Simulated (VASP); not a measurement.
**A VASP study of Hf2Pt (vdW-DF): structure first, properties next**

Aim: relax Hf2Pt, then compute properties on the relaxed cell. The steps: first try, relaxing cell and atoms (vdW-DF), second relaxation, density, ELF and potential (vdW-DF), band structure (vdW-DF), total and projected DOS (vdW-DF) and elastic constants (vdW-DF). The cell is invented: other elements were put on sites of a known structure type. It may not be a known or stable phase.

Calculated with VASP 6.6.1; vdW-DF; plane waves and PAW (Hf_pv, Pt); invented cell.

**1. The structure**

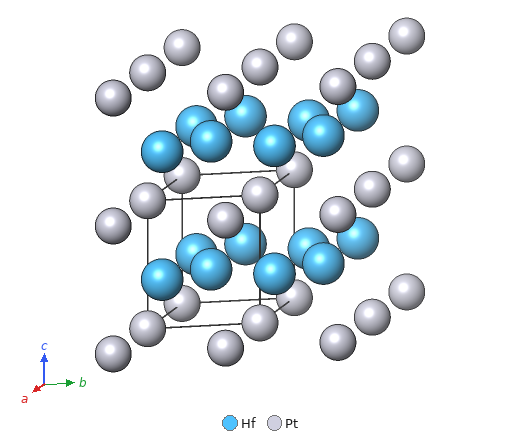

The cell as given, slightly off an axis (hafnium blue, platinum light grey). 2×2×2 cells are drawn. Some periodic images of atoms are drawn too.

**2. First try**

This run is made with a changed input; what comes of it follows.

The input, INCAR:

```
SYSTEM = Hf2Pt
PREC = Accurate
ENCUT = 400
EDIFF = 1E-06
NELM = 91
ISMEAR = 1
SIGMA = 0.2
LREAL = .FALSE.
ALGO = Damped
GGA = RE
AGGAC = 0
LUSE_VDW = .TRUE.
LASPH = .TRUE.
LORBIT = 11
LWAVE = .FALSE.
LCHARG = .FALSE.
IBRION = 2
NSW = 30
ISIF = 3
EDIFFG = -0.01
TIME = 8
```

The input, POSCAR:

```
Hf2Pt
1.0
    3.6872167900      0.0000000000      0.0000000000
   -1.8436084000      3.1932234100      0.0000000000
    0.0000000000      0.0000000000      4.2107168800
Hf Pt
2 1
Direct
    0.3333333300      0.6666666700      0.5000000000
    0.6666666700      0.3333333300      0.5000000000
    0.0000000000      0.0000000000      0.0000000000
```

The input, KPOINTS:

```
Automatic mesh
0
Gamma
6 6 5
0 0 0
```

PAW data sets: Hf_pv and Pt (PBE family, release 64).

Started as:

```bash
mpirun -np 1 vasp_std
```

The log of the run:

```text
[banner, memory and clock lines left out]
running    1 mpi-ranks, on    1 nodes
[...]
|                                                                             |
|               ----> ADVICE to this user running VASP <----                  |
|                                                                             |
|     You have switched on vdW-DFT.                                           |
|     This routine was written and supplied by Jiri Klimes. We recommend      |
|     that you carefully read and cite the following publications:            |
|       J. Klimes, D.R. Bowler, A. Michelides                                 |
|          J. Phys.: Cond Matt. 22 022201 (2010)                              |
|       J. Klimes, D.R. Bowler, A. Michelides                                 |
|          Phys. Rev. B. 83, 195131 (2011)                                    |
|     and references therein.                                                 |
|                                                                             |

|                                                                             |
|               ----> ADVICE to this user running VASP <----                  |
|                                                                             |
|     You enforced a specific xc type in the INCAR file but a different       |
|     [... a line on the potential file left out ...]
|     I HOPE YOU KNOW WHAT YOU ARE DOING!                                     |
|                                                                             |

 LDA part: xc-table for (Slater+PW92), standard interpolation
 POSCAR, INCAR and KPOINTS ok, starting setup
[...]
entering main loop
       N       E                     dE             d eps       ncg     rms           ort
DAV:   1     0.177063693903E+03    0.17706E+03   -0.14540E+04   399   0.130E+03
DAV:   2     0.164404417619E+02   -0.16062E+03   -0.15602E+03   399   0.335E+02
DAV:   3    -0.345811640731E+01   -0.19899E+02   -0.18757E+02   399   0.956E+01
DAV:   4    -0.742773816281E+01   -0.39696E+01   -0.36380E+01   399   0.359E+01
[...]
DMP:  89     0.269311736131E+03    0.23899E+02   -0.70545E+03   399   0.742E+02  -0.421E+02
DMP:  90     0.247672575588E+03   -0.21639E+02   -0.53052E+03   399   0.552E+02  -0.335E+02
DMP:  91     0.263664195268E+03    0.15992E+02   -0.65147E+03   399   0.680E+02  -0.402E+02
 final diagonalization occupied
|                                                                             |
|           W    W    AA    RRRRR   N    N  II  N    N   GGGG   !!!           |
|           W    W   A  A   R    R  NN   N  II  NN   N  G    G  !!!           |
|           W    W  A    A  R    R  N N  N  II  N N  N  G       !!!           |
|           W WW W  AAAAAA  RRRRR   N  N N  II  N  N N  G  GGG   !            |
|           WW  WW  A    A  R   R   N   NN  II  N   NN  G    G                |
|           W    W  A    A  R    R  N    N  II  N    N   GGGG   !!!           |
|                                                                             |
|     The electronic self-consistency was not achieved in the given           |
|     number of steps (NELM). The forces and other quantities evaluated       |
|     might not be reliable so examine the results carefully. If you find     |
|     spurious results, we suggest increasing NELM, if you were close to      |
|     convergence or switching to a different ALGO or adjusting the           |
|     density mixing parameters otherwise.                                    |
|                                                                             |

   1 F= 0.26366420E+03 E0= 0.26366420E+03  d E =0.263664E+03
[...]
wavefunctions rotated
       N       E                     dE             d eps       ncg     rms           ort
SDA:   1     0.161179964607E+04    0.13641E+04   -0.45676E+05   399   0.571E+04   0.000E+00
 hard stop encountered!  aborting job ...
|                                                                             |
|           W    W    AA    RRRRR   N    N  II  N    N   GGGG   !!!           |
|           W    W   A  A   R    R  NN   N  II  NN   N  G    G  !!!           |
|           W    W  A    A  R    R  N N  N  II  N N  N  G       !!!           |
|           W WW W  AAAAAA  RRRRR   N  N N  II  N  N N  G  GGG   !            |
|           WW  WW  A    A  R   R   N   NN  II  N   NN  G    G                |
|           W    W  A    A  R    R  N    N  II  N    N   GGGG   !!!           |
|                                                                             |
|     The electronic self-consistency was not achieved in the given           |
|     number of steps (NELM). The forces and other quantities evaluated       |
|     might not be reliable so examine the results carefully. If you find     |
|     spurious results, we suggest increasing NELM, if you were close to      |
|     convergence or switching to a different ALGO or adjusting the           |
|     density mixing parameters otherwise.                                    |
|                                                                             |

 soft stop encountered!  aborting job ...
   2 F= 0.16117996E+04 E0= 0.16117999E+04  d E =-.685793E-03
 deleting file STOPCAR
```

Elapsed: 4.1 min, on 1 MPI rank of AMD EPYC 7R43, shared host; peak memory 0.26 GiB.

The logs omit lines about the potential files and the build; timing stands in the text.

The run was stopped at its time limit, by a STOPCAR file.

By then 1 ionic step had been finished.

The fault in the input: damping step far too long (ALGO = "Damped" and TIME = 8.0). Lower TIME to 0.4 or under.

**3. Relaxing cell and atoms (vdW-DF)**

The start need not lie at this functional's minimum. ISIF = 3 frees volume, shape and positions, and EDIFFG sets the threshold on forces and stress at which the search stops.

The input, INCAR:

```
SYSTEM = Hf2Pt
PREC = Accurate
ENCUT = 400
EDIFF = 1E-06
NELM = 100
ISMEAR = 1
SIGMA = 0.2
LREAL = .FALSE.
ALGO = Normal
GGA = RE
AGGAC = 0
LUSE_VDW = .TRUE.
LASPH = .TRUE.
LORBIT = 11
LWAVE = .FALSE.
LCHARG = .FALSE.
IBRION = 2
NSW = 60
ISIF = 3
EDIFFG = -0.01
```

POSCAR is that of step 2.

KPOINTS is that of step 2.

Started as:

```bash
mpirun -np 1 vasp_std
```

The log of the run:

```text
[banner, memory and clock lines left out]
running    1 mpi-ranks, on    1 nodes
 distrk:  each k-point on    1 cores,    1 groups
 distr:  one band on    1 cores,    1 groups

 POSCAR found type information on POSCAR HfPt
 POSCAR found :  2 types and       3 ions
 [... a notice as in an earlier step ...]

 [... a notice as in an earlier step ...]

 LDA part: xc-table for (Slater+PW92), standard interpolation
 POSCAR, INCAR and KPOINTS ok, starting setup
 FFT: planning ... GRIDC
 FFT: planning ... GRID_SOFT
 FFT: planning ... GRID
 WAVECAR not read
 entering main loop
       N       E                     dE             d eps       ncg     rms          rms(c)
DAV:   1     0.133033058182E+03    0.13303E+03   -0.14870E+04   886   0.126E+03
DAV:   2    -0.339402600303E+01   -0.13643E+03   -0.13165E+03   956   0.313E+02
DAV:   3    -0.933618903644E+01   -0.59422E+01   -0.56667E+01  1040   0.462E+01
DAV:   4    -0.943280599211E+01   -0.96617E-01   -0.96212E-01   958   0.618E+00
DAV:   5    -0.943477111135E+01   -0.19651E-02   -0.19643E-02  1040   0.799E-01    0.914E+01
DAV:   6    -0.993773331497E+01   -0.50296E+00   -0.56505E+01   871   0.384E+01    0.344E+01
DAV:   7    -0.817938908803E+01    0.17583E+01   -0.36344E+01   890   0.332E+01    0.347E+01
DAV:   8    -0.691205176311E+01    0.12673E+01   -0.74002E+00   850   0.145E+01    0.454E+00
DAV:   9    -0.692251249299E+01   -0.10461E-01   -0.15480E-01   904   0.242E+00    0.329E+00
DAV:  10    -0.692607934090E+01   -0.35668E-02   -0.28975E-02   919   0.851E-01    0.729E-01
DAV:  11    -0.692275649144E+01    0.33228E-02   -0.17100E-02   894   0.696E-01    0.372E-01
DAV:  12    -0.692274542559E+01    0.11066E-04   -0.51902E-04   900   0.154E-01    0.212E-01
DAV:  13    -0.692273579469E+01    0.96309E-05   -0.51832E-05   968   0.458E-02    0.107E-01
DAV:  14    -0.692273150559E+01    0.42891E-05   -0.13845E-05   945   0.204E-02    0.621E-02
DAV:  15    -0.692273110977E+01    0.39582E-06   -0.42922E-06   885   0.133E-02
   1 F= -.69227311E+01 E0= -.69222738E+01  d E =-.692273E+01
 curvature:   0.00 expect dE= 0.000E+00 dE for cont linesearch  0.000E+00
 trial: gam= 0.00000 g(F)=  0.171E-44 g(S)=  0.365E+02 ort = 0.000E+00 (trialstep = 0.100E+01)
 search vector abs. value=  0.365E+02
 bond charge predicted
       N       E                     dE             d eps       ncg     rms          rms(c)
DAV:   1    -0.136990132157E+03   -0.13007E+03   -0.40249E+03   798   0.450E+02    0.135E+02
DAV:   2    -0.411307596269E+02    0.95859E+02   -0.25922E+02   829   0.115E+02    0.500E+01
DAV:   3    -0.131885919044E+02    0.27942E+02   -0.66402E+01   985   0.417E+01    0.406E+01
DAV:   4    -0.149680980698E+02   -0.17795E+01   -0.37615E+01  1024   0.325E+01    0.200E+01
DAV:   5    -0.107972390439E+02    0.41709E+01   -0.10183E+01   903   0.162E+01    0.126E+01
DAV:   6    -0.116463763579E+02   -0.84914E+00   -0.15958E+01  1212   0.135E+01    0.137E+01
DAV:   7    -0.105406359679E+02    0.11057E+01   -0.14264E+01  1054   0.127E+01    0.431E+00
DAV:   8    -0.103244684691E+02    0.21617E+00   -0.94152E-01  1048   0.439E+00    0.150E+00
DAV:   9    -0.103415245027E+02   -0.17056E-01   -0.52701E-02  1051   0.103E+00    0.126E+00
DAV:  10    -0.103160695368E+02    0.25455E-01   -0.21162E-01  1132   0.169E+00    0.448E-01
DAV:  11    -0.103145425997E+02    0.15269E-02   -0.95354E-03  1006   0.453E-01    0.222E-01
DAV:  12    -0.103145722274E+02   -0.29628E-04   -0.52482E-04  1190   0.969E-02    0.178E-01
DAV:  13    -0.103142729565E+02    0.29927E-03    0.83473E-04  1094   0.713E-02    0.915E-02
DAV:  14    -0.103141828190E+02    0.90138E-04    0.13065E-05  1132   0.592E-02    0.315E-02
DAV:  15    -0.103141702720E+02    0.12547E-04    0.18338E-05  1171   0.198E-02    0.118E-02
DAV:  16    -0.103141685828E+02    0.16891E-05   -0.45700E-06  1046   0.115E-02    0.317E-03
DAV:  17    -0.103141683820E+02    0.20083E-06   -0.61493E-07   491   0.399E-03
   2 F= -.10314168E+02 E0= -.10312159E+02  d E =-.339144E+01
[... from here on, the cycles between the ionic steps are left out ...]
   3 F= -.13418381E+02 E0= -.13412124E+02  d E =-.649565E+01
   4 F= -.13424475E+02 E0= -.13419019E+02  d E =-.650174E+01
   5 F= -.13423622E+02 E0= -.13419541E+02  d E =-.650089E+01
   6 F= -.15358489E+02 E0= -.15358808E+02  d E =-.193487E+01
   7 F= -.15879975E+02 E0= -.15876153E+02  d E =-.245635E+01
   8 F= -.14783582E+02 E0= -.14783571E+02  d E =-.135996E+01
   9 F= -.16032503E+02 E0= -.16030138E+02  d E =-.260888E+01
  10 F= -.16065509E+02 E0= -.16067740E+02  d E =-.264189E+01
  11 F= -.16072401E+02 E0= -.16073497E+02  d E =-.264878E+01
  12 F= -.16050044E+02 E0= -.16049773E+02  d E =0.223567E-01
  13 F= -.16105545E+02 E0= -.16107501E+02  d E =-.331436E-01
  14 F= -.16105507E+02 E0= -.16106888E+02  d E =0.375431E-04
 trial-energy change:    0.000038  1 .order   -0.000117   -0.010596    0.010363
 step:   0.4422(harm=  0.4520)  dis= 0.00000  next Energy=   -16.108146 (dE=-0.260E-02)
 bond charge predicted
       N       E                     dE             d eps       ncg     rms          rms(c)
DAV:   1    -0.161263840330E+02   -0.20877E-01   -0.47156E-01   798   0.542E+00    0.181E+00
DAV:   2    -0.161164936627E+02    0.98904E-02   -0.12054E-01   833   0.223E+00    0.830E-01
DAV:   3    -0.161094413538E+02    0.70523E-02   -0.41939E-02   887   0.115E+00    0.290E-01
DAV:   4    -0.161081561855E+02    0.12852E-02   -0.47527E-03   837   0.477E-01    0.190E-01
DAV:   5    -0.161081282496E+02    0.27936E-04   -0.20788E-04   990   0.861E-02    0.138E-01
DAV:   6    -0.161081330575E+02   -0.48079E-05   -0.39408E-05   963   0.374E-02    0.179E-02
DAV:   7    -0.161081327546E+02    0.30287E-06   -0.45370E-06   804   0.145E-02
  15 F= -.16108133E+02 E0= -.16109850E+02  d E =-.258801E-02
 curvature:  -0.23 expect dE=-0.404E-06 dE for cont linesearch -0.746E-10
 trial: gam= 0.00144 g(F)=  0.224E-43 g(S)=  0.176E-05 ort = 0.198E-05 (trialstep = 0.804E+00)
 search vector abs. value=  0.179E-05
 reached required accuracy - stopping structural energy minimisation
```

Elapsed: 8.8 min, on 1 MPI rank; peak memory 0.28 GiB.

OUTCAR, selected parts (step 3):

```text
ion  position               nearest neighbor table
   1  0.333  0.667  0.500-   2 2.13   2 2.13   2 2.13   3 2.99   3 2.99   3 2.99   3 2.99   3 2.99
                             3 2.99
   2  0.667  0.333  0.500-   1 2.13   1 2.13   1 2.13   3 2.99   3 2.99   3 2.99   3 2.99   3 2.99
                             3 2.99
   3  0.000  0.000  0.000-   1 2.99   2 2.99   1 2.99   2 2.99   2 2.99   2 2.99   1 2.99   1 2.99
                             2 2.99   2 2.99   1 2.99   1 2.99

  LATTYP: Found a hexagonal cell.
 ALAT       =     3.6872167900
 C/A-ratio  =     1.1419770303

 Subroutine GETGRP returns: Found 24 space group operations
 (whereof 24 operations were pure point group operations)

The static configuration has the point symmetry D_6h.

 Found     21 irreducible k-points:

   k-points           NKPTS =     21   k-points in BZ     NKDIM =     21   number of bands    NBANDS=     19

   dimension x,y,z NGX =    24 NGY =   24 NGZ =   28
   dimension x,y,z NGXF=    48 NGYF=   48 NGZF=   56

   ENCUT  =  400.0 eV  29.40 Ry    5.42 a.u.   6.01  6.01  6.87*2*pi/ulx,y,z

   NELECT =      30.0000    total number of electrons

 k-points in reciprocal lattice and weights: Automatic mesh
   0.00000000  0.00000000  0.00000000       0.006
   0.16666667 -0.00000000  0.00000000       0.033
   0.33333333 -0.00000000  0.00000000       0.033
   0.50000000 -0.00000000  0.00000000       0.017
   0.16666667  0.16666667  0.00000000       0.033
   0.33333333  0.16666667  0.00000000       0.067
   0.33333333  0.33333333  0.00000000       0.011
   0.00000000  0.00000000  0.20000000       0.011
   0.16666667 -0.00000000  0.20000000       0.067
[...]
0.33333333  0.16666667  0.40000000       0.133
   0.33333333  0.33333333  0.40000000       0.022

 average (electrostatic) potential at core
       1 -35.9168       2 -35.9168       3 -67.6936

 E-fermi :   6.8580

 k-point     1 :       0.0000    0.0000    0.0000
  band No.  band energies     occupation
    ...
     12       4.8083      2.00000
     13       5.4684      2.00000
     14       5.4684      2.00000
     15       5.5565      2.00000
     16       5.7193      2.00000
     17       7.5725     -0.00001
     18       7.5725     -0.00001
     19      10.1696     -0.00000

 k-point     2 :       0.1667   -0.0000    0.0000
  band No.  band energies     occupation
    ...
     12       4.7848      2.00000
     13       4.8109      2.00000
     14       5.5600      2.00000
     15       5.6553      2.00000
     16       5.8550      2.00000
     17       7.4002     -0.00086
     18       7.5295     -0.00002
     19      10.2131     -0.00000

 k-point     3 :       0.3333   -0.0000    0.0000
  band No.  band energies     occupation
    ...
     12       4.7390      2.00000
     13       4.8313      2.00000
     14       5.6644      2.00000
     15       5.7838      2.00000
     16       6.0776      2.00000
     17       7.2594     -0.01563
     18       7.3892     -0.00112
     19      10.2981     -0.00000

Total vdW correction in eV:      3.9510957

  Total       -0.0072069     -0.0072069      0.0023097      0.0000000      0.0000000     -0.0000000
  in kB       -0.1992178     -0.1992178      0.0638475      0.0000000      0.0000000     -0.0000000
  external PRESSURE =      -0.1115294 kB  Pullay stress =       0.0000000 kB

  energy-cutoff  :      400.00
  volume of cell :       57.96
      direct lattice vectors                 reciprocal lattice vectors
     4.831304373 -0.000000002  0.000000000     0.206983440  0.119501945 -0.000000000
    -2.415652195  4.184032323 -0.000000000     0.000000000  0.239003890  0.000000000
     0.000000000 -0.000000000  2.867270512    -0.000000000 -0.000000000  0.348763744

 POSITION                                       TOTAL-FORCE (eV/Angst)
 -----------------------------------------------------------------------------------
     -0.00000      2.78935      1.43364        -0.000000     -0.000000      0.000000
      2.41565      1.39468      1.43364         0.000000      0.000000     -0.000000
      0.00000      0.00000      0.00000         0.000000      0.000000     -0.000000
 -----------------------------------------------------------------------------------
    total drift:                                0.000000     -0.000000     -0.000000

  FREE ENERGIE OF THE ION-ELECTRON SYSTEM (eV)
  ---------------------------------------------------
  free  energy   TOTEN  =       -16.1081327546 eV

  energy  without entropy=      -16.1132846329  energy(sigma->0) =      -16.10985005

Total vdW correction in eV:      3.9510934

 reached required accuracy - stopping structural energy minimisation

 total charge
# of ion       s       p       d       tot
------------------------------------------
    1        0.371   6.336   1.741   8.448
    2        0.371   6.336   1.741   8.448
    3        0.668   0.583   7.925   9.175
--------------------------------------------------
tot          1.411  13.254  11.406  26.071

[... 3 further parts left out ...]
```

The k-mesh is coarse for a metal. Harder data sets than Hf_pv exist (the GW ones), and pressures, volumes and forces can shift noticeably with them. The PAW data sets were made with PBE, which is usual practice but a small mismatch for other functionals. After so large a change of volume the plane waves of the start cell no longer fit, so the final stress carries a basis-set error. The run keeps the 24 symmetry operations of its start, so it cannot find a distortion of lower symmetry.

(Part 1 of 3 ends here.)

[Lines on the potential files, build, host, timing and source positions are cut from VASP's logs without a mark.]

[Logs are printed without paths, hosts, clocks, repeated set-up lines and the standing remarks that a program may print on its own settings, such as how far it seeks lower states.]

[Hosts, paths, dates, database ids (printed as entryN), source tags and the programs' standing remarks are cut or masked in the printed files.]

[A measured line is paired with the nearest computed mode of its activity, which favours agreement.]
